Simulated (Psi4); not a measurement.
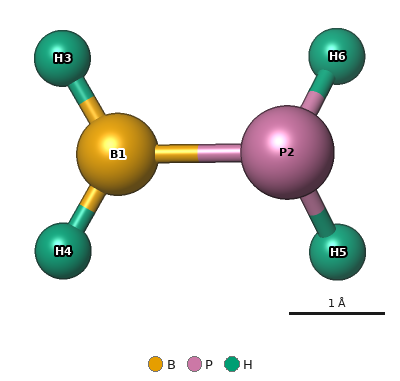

*The structure (ball-and-stick view, seen at a tilt; atoms are numbered from 1 in the order of the input).*

Bond lengths as drawn: B–H 1.17 Å, B–P 1.84 Å and H–P 1.38 Å.

**Run report: BPH$_{4}$, property calculation**

System: BPH$_{4}$.
Method: wB97X-D/aug-pcseg-0, RKS (Psi4 1.11).

The geometry comes from this level: GFN2-xTB.

## The program's output
```
Psi4 1.11 release

   => Loading Basis Set <=

    Name: AUG-PCSEG-0
    Role: ORBITAL
    Keyword: BASIS

   => WB97X-D: Empirical Dispersion <=

    Chai and Head-Gordon Dispersion Correction

        s6 =       1.000000

         ---------------------------------------------------------
                                   SCF
                              RKS Reference
                        1 Threads,   1525 MiB Core
         ---------------------------------------------------------

  ==> Geometry <==

    Molecular point group: c1
    Full point group: C1

    Geometry (in Bohr), charge = 0, multiplicity = 1:

       Center              X                  Y                   Z               Mass
    ------------   -----------------  -----------------  -----------------  -----------------
         B            0.005026670000    -1.640206690000     0.224650640000    11.009305360000
         P            0.715714870000     1.755120930000     0.490629590000    30.973761998420
         H           -1.469186470000    -2.553379040000     1.592906840000     1.007825032230
         H            1.245764150000    -2.911822290000    -1.088349970000     1.007825032230
         H            1.132153820000     2.492643240000    -1.972344950000     1.007825032230
         H           -1.629454150000     2.857643850000     0.752507840000     1.007825032230

  Running in c1 symmetry.

  Rotational constants: A =      2.18108  B =      0.33554  C =      0.33091 [cm^-1]
  Rotational constants: A =  65387.05206  B =  10059.14426  C =   9920.57723 [MHz]
  Nuclear repulsion =   46.914828271215498

  Charge       = 0
  Multiplicity = 1
  Electrons    = 24
  Nalpha       = 12
  Nbeta        = 12

  ==> Algorithm <==

  SCF Algorithm Type is DF.
  DIIS enabled.
  MOM disabled.
  Fractional occupation disabled.
  Guess Type is SAD.
  Energy threshold   = 1.00e-06
  Density threshold  = 1.00e-06
  Integral threshold = 1.00e-12

  ==> Primary Basis <==

  Basis Set: AUG-PCSEG-0
    Blend: AUG-PCSEG-0
    Number of shells: 28
    Number of basis functions: 42
    Number of Cartesian functions: 42
    Spherical Harmonics?: true
    Max angular momentum: 1

  ==> DFT Potential <==

   => LibXC <=

    Version 7.1.2

   => Composite Functional: WB97X-D <=

    wB97X-D Hyb-GGA Exchange-Correlation Functional

    Deriv               =              1
    GGA                 =           TRUE
    Meta                =          FALSE

    Exchange Hybrid     =           TRUE
    MP2 Hybrid          =          FALSE

   => Exchange-Correlation Functionals <=

    1.0000   wB97X-D range-separated functional

   => Exact (HF) Exchange <=

    0.7780            HF,LR [omega = 0.2000]
    0.2220               HF

   => LibXC Density Thresholds  <==

    XC_HYB_GGA_XC_WB97X_D:  1.00E-14

   => Molecular Quadrature <=

    Radial Scheme          =       TREUTLER
    Pruning Scheme         =           NONE
    Nuclear Scheme         =       TREUTLER

    Blocking Scheme        =         OCTREE
    BS radius alpha        =              1
    Pruning alpha          =              1
    Radial Points          =             75
    Spherical Points       =            302
    Total Points           =         131907
    Total Blocks           =           1054
    Max Points             =            255
    Max Functions          =             42
    Weights Tolerance      =       1.00E-15

   => Loading Basis Set <=

    Name: (AUG-PCSEG-0 AUX)
    Role: JKFIT
    Keyword: DF_BASIS_SCF

  ==> Integral Setup <==

  DFHelper Memory: AOs need 0.012 GiB; user supplied 0.971 GiB.
  SCF_SUBTYPE=INCORE selected. In-core MEM_DF algorithm will be used.
  Using in-core AOs.

  ==> MemDFJK: Density-Fitted J/K Matrices <==

    J tasked:                   Yes
    K tasked:                   Yes
    wK tasked:                  Yes
    Omega:                2.000E-01
    Memory [MiB]:               994
    Algorithm:                 Core
    Schwarz Cutoff:           1E-12
    Mask sparsity (%):       0.1134
    Fitting Condition:        1E-10

   => Auxiliary Basis Set <=

  Basis Set: (AUG-PCSEG-0 AUX)
    Blend: DEF2-UNIVERSAL-JKFIT
    Number of shells: 87
    Number of basis functions: 275
    Number of Cartesian functions: 324
    Spherical Harmonics?: true
    Max angular momentum: 4

  Cached 100.0% of DFT collocation blocks in 0.147 [GiB].

  Minimum eigenvalue in the overlap matrix is 1.0150190826E-03.
  Reciprocal condition number of the overlap matrix is 1.2673294563E-04.
    Using symmetric orthogonalization.

  ==> Pre-Iterations <==

  SCF Guess: Superposition of Atomic Densities via on-the-fly atomic UHF (no occupation information).

   -------------------------
    Irrep   Nso     Nmo
   -------------------------
     A         42      42
   -------------------------
    Total      42      42
   -------------------------

  ==> Iterations <==

                           Total Energy        Delta E     RMS |[F,P]|

   @DF-RKS iter SAD:  -367.58804044558951   -3.67588e+02   0.00000e+00
   @DF-RKS iter   1:  -368.00596574592822   -4.17925e-01   6.95175e-03 ADIIS/DIIS
   @DF-RKS iter   2:  -368.05700085000575   -5.10351e-02   3.38240e-03 ADIIS/DIIS
   @DF-RKS iter   3:  -368.07132677467138   -1.43259e-02   3.68541e-04 ADIIS/DIIS
   @DF-RKS iter   4:  -368.07168045038100   -3.53676e-04   1.96880e-04 ADIIS/DIIS
   @DF-RKS iter   5:  -368.07175765070650   -7.72003e-05   3.51260e-05 DIIS
   @DF-RKS iter   6:  -368.07176434810765   -6.69740e-06   1.08263e-05 DIIS
   @DF-RKS iter   7:  -368.07176480199962   -4.53892e-07   1.12653e-06 DIIS
   @DF-RKS iter   8:  -368.07176480761052   -5.61090e-09   2.64613e-07 DIIS
  Energy and wave function converged.

  ==> Post-Iterations <==

   Electrons on quadrature grid:
      Ntotal   =   24.0000085790 ; deviation = 8.579e-06

    Orbital Energies [Eh]
    ---------------------

    Doubly Occupied:

       1A    -77.184937     2A     -6.876887     3A     -6.593260
       4A     -4.837135     5A     -4.836005     6A     -4.831593
       7A     -0.780219     8A     -0.597327     9A     -0.514530
      10A     -0.445518    11A     -0.437401    12A     -0.351330

    Virtual:

      13A     -0.003094    14A      0.042229    15A      0.069116
      16A      0.074841    17A      0.091241    18A      0.097490
      19A      0.100811    20A      0.107805    21A      0.115526
      22A      0.135232    23A      0.149399    24A      0.155041
      25A      0.164420    26A      0.184120    27A      0.253258
      28A      0.286301    29A      0.294281    30A      0.305987
      31A      0.498992    32A      0.576847    33A      0.599716
      34A      0.652617    35A      0.678590    36A      0.844805
      37A      0.871544    38A      0.982064    39A      0.985488
      40A      1.010124    41A      1.030431    42A      1.037017

    Final Occupation by Irrep:
              A
    DOCC [    12 ]
    NA   [    12 ]
    NB   [    12 ]

  @DF-RKS Final Energy:  -368.07176480761052

   => Energetics <=

    Nuclear Repulsion Energy =             46.9148282712154980
    One-Electron Energy =                -599.3735943268627580
    Two-Electron Energy =                 204.8916037571856066
    DFT Exchange-Correlation Energy =     -20.5035138189364474
    Empirical Dispersion Energy =          -0.0010886902124594
    VV10 Nonlocal Energy =                  0.0000000000000000
    Total Energy =                       -368.0717648076105206

Computation Completed

Properties will be evaluated at   0.000000,   0.000000,   0.000000 [a0]

Properties computed using the SCF density matrix

 Multipole Moments:

 ------------------------------------------------------------------------------------
     Multipole            Electronic (a.u.)      Nuclear  (a.u.)        Total (a.u.)
 ------------------------------------------------------------------------------------

 L = 1.  Multiply by 2.5417464519 to convert [e a0] to [Debye]
 Dipole X            :        -10.3942159           10.0401337           -0.3540821
 Dipole Y            :        -17.9343430           18.0108663            0.0765232
 Dipole Z            :         -8.1363429            7.7674168           -0.3689260
 Magnitude           :                                                    0.5170458

 L = 2.  Multiply by 1.3450342976 to convert [e a0^2] to [Debye ang]
 Quadrupole XX       :        -32.6539544           15.3311733          -17.3227811
 Quadrupole XY       :        -18.2245953           17.0908704           -1.1337249
 Quadrupole XZ       :          1.0683615           -1.8823698           -0.8140083
 Quadrupole YY       :       -106.2528468           89.0359844          -17.2168624
 Quadrupole YZ       :         -8.4454881            7.4101804           -1.0353077
 Quadrupole ZZ       :        -29.0985410           12.0413710          -17.0571700
 Traceless XX        :         23.3478264          -23.4716696           -0.1238432
 Traceless YY        :        -50.2510661           50.2331415           -0.0179246
 Traceless ZZ        :         26.9032397          -26.7614719            0.1417678

 L = 3.  Multiply by 0.7117614979 to convert [e a0^3] to [Debye ang^2]
 Octupole XXX        :        -23.4126759            1.3862012          -22.0264747
 Octupole XXY        :        -25.6081755           14.2376045          -11.3705709
 Octupole XXZ        :        -12.4739080            4.9890517           -7.4848562
 Octupole XYY        :        -37.6052617           27.8502655           -9.7549962
 Octupole XYZ        :        -13.6467147           10.0889221           -3.5577927
 Octupole XZZ        :        -11.7541815            3.8148491           -7.9393324
 Octupole YYY        :        -82.5539815           56.5228403          -26.0311411
 Octupole YYZ        :        -29.1337802           20.7401645           -8.3936156
 Octupole YZZ        :        -17.9900629            7.3104762          -10.6795867
 Octupole ZZZ        :        -15.2812540           -2.6657425          -17.9469966

 ------------------------------------------------------------------------------------

 Multipole Moments:

 ------------------------------------------------------------------------------------
     Multipole            Electronic (a.u.)      Nuclear  (a.u.)        Total (a.u.)
 ------------------------------------------------------------------------------------

 L = 1.  Multiply by 2.5417464519 to convert [e a0] to [Debye]
 Dipole X            :        -10.3942159           10.0401337           -0.3540821
 Dipole Y            :        -17.9343430           18.0108663            0.0765232
 Dipole Z            :         -8.1363429            7.7674168           -0.3689260
 Magnitude           :                                                    0.5170458

 ------------------------------------------------------------------------------------
  Mulliken Charges: (a.u.)
   Center  Symbol    Alpha    Beta     Spin     Total
       1     B     2.61842  2.61842  0.00000 -0.23685
       2     P     7.53029  7.53029  0.00000 -0.06057
       3     H     0.44975  0.44975  0.00000  0.10050
       4     H     0.44976  0.44976  0.00000  0.10049
       5     H     0.47590  0.47590  0.00000  0.04820
       6     H     0.47588  0.47588  0.00000  0.04823

   Total alpha = 12.00000, Total beta = 12.00000, Total charge = -0.00000

  Natural Orbital Occupations:

  Total Occupations:
  HONO-2 :   10  A    2.000
  HONO-1 :   11  A    2.000
  HONO-0 :   12  A    2.000
  LUNO+0 :   13  A    0.000
  LUNO+1 :   14  A    0.000
  LUNO+2 :   15  A    0.000
  LUNO+3 :   16  A    0.000

	total time  =          4 seconds =       0.07 minutes

    Psi4 run time: 0:00:04.43
```

## File result.json
```
{
 "driver": "energy",
 "model": {
  "method": "wb97x-d",
  "basis": "aug-pcseg-0"
 },
 "success": true,
 "return_result": -368.0717648076105,
 "properties": {
  "calcinfo_nbasis": 42,
  "calcinfo_nmo": 42,
  "calcinfo_nalpha": 12,
  "calcinfo_nbeta": 12,
  "calcinfo_natom": 6,
  "nuclear_repulsion_energy": 46.9148282712155,
  "return_energy": -368.0717648076105,
  "scf_one_electron_energy": -599.3735943268628,
  "scf_two_electron_energy": 204.8916037571856,
  "scf_xc_energy": -20.503513818936447,
  "scf_dispersion_correction_energy": -0.0010886902124594329,
  "scf_dipole_moment": [-0.3540821361776665, 0.07652322480280915, -0.36892604866289247],
  "scf_total_energy": -368.0717648076105,
  "scf_iterations": 8
 }
}
```

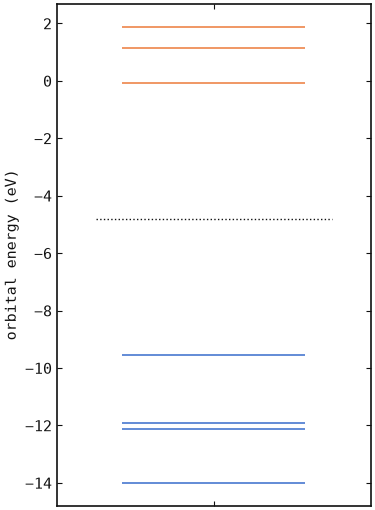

*Orbital energies near the frontier; the dotted line parts filled from empty levels, and levels within 0.02 eV of each other stand side by side.*

Highest filled −9.56 eV, lowest empty −0.08 eV, 9.48 eV apart.

The run was set up as follows.

## Input file (input.json)
```
{
 "schema_name": "qcschema_input",
 "schema_version": 1,
 "molecule": {
  "schema_name": "qcschema_molecule",
  "schema_version": 2,
  "symbols": ["B", "P", "H", "H", "H", "H"],
  "geometry": [0.00502667, -1.64020669, 0.22465064, 0.71571487, 1.75512093, 0.49062959, -1.46918647, -2.55337904, 1.59290684, 1.24576415, -2.91182229, -1.08834997, 1.13215382, 2.49264324, -1.97234495, -1.62945415, 2.85764385, 0.75250784],
  "molecular_charge": 0,
  "molecular_multiplicity": 1,
  "fix_com": true,
  "fix_orientation": true
 },
 "driver": "energy",
 "model": {
  "method": "wb97x-d",
  "basis": "aug-pcseg-0"
 },
 "keywords": {
  "scf_type": "df",
  "scf_properties": ["NO_OCCUPATIONS", "MULTIPOLE(3)", "MULLIKEN_CHARGES"]
 }
}
```

Launched with:
```bash
psi4 --qcschema input.json -n 1 --memory 1600MB
```

## Results in brief

- outcome: converged
- total energy: −368.071765 hartree
- dispersion energy: −0.001089 hartree
- basis functions: 42
- HOMO: −9.56 eV
- LUMO: −0.08 eV
- dipole moment: 1.31 D
- hardware: 1 thread of AMD EPYC (Zen 3), 128 GiB of memory available, shared host
- wall time: 6.3 s
- peak memory: 0.36 GiB
